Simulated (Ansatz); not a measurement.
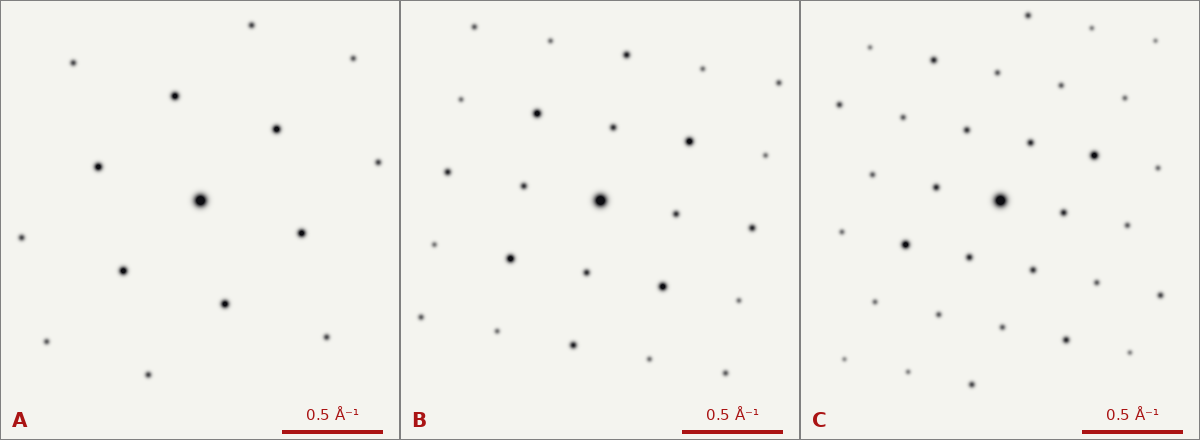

Kinematic zone-axis patterns, calculated for 200 keV electrons with B = 0.5 Å².

All three come from Be3V, space group I4/mmm (No. 139), a = 3.833 Å, c = 5.168 Å. Structure: the end point of a relaxation with DFT PBE, scalar-relativistic, plane waves, PAW (Ansatz 0.2.0); the starting structure was generated, so it need not be a known form of this composition.

Question: Assign the zone axes [100], [110], [201] to A, B and C.

Answer: A is [201]: centred rectangular net of 0 2 0 at d = 1.92 Å and 1 1 -2 at d = 1.87 Å, at 60.8°. B is [110]: rectangular net of 1 -1 0 at d = 2.71 Å and 0 0 2 at d = 2.58 Å, at 90.0°. C is [100]: centred rectangular net of 0 1 -1 at d = 3.08 Å and 0 1 1 at d = 3.08 Å, at 73.1°.
